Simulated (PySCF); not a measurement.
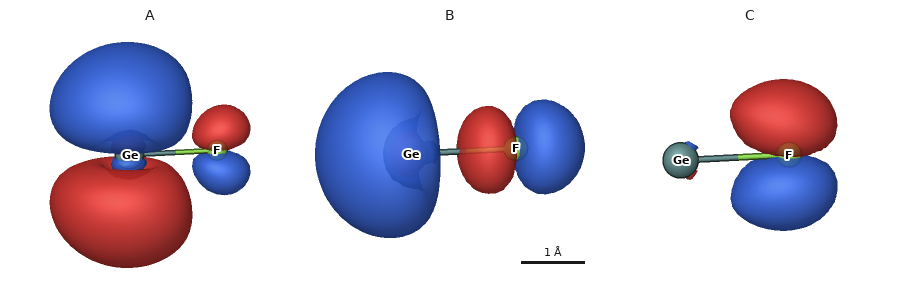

*GeF (charge +1). Three frontier orbitals, each drawn at the value that holds 80 % of its norm (blue and red are the two phases), in no order; of a degenerate pair one member is drawn.*

Level of theory: PBE0/cc-pVDZ(-PP), non-relativistic Hamiltonian with scalar-relativistic core potentials where named, at a bond length of 1.714 Å in PySCF 2.14.0.

> Label each orbital by symmetry, say whether it is occupied, and order them by energy.

Orbital C: π, occupied, −18.91 eV; mainly on F (90 %).
Orbital B: σ, occupied, −17.85 eV; shared between the atoms (Ge 60 %, F 40 %).
Orbital A: π, empty, −9.93 eV; mainly on Ge (90 %).
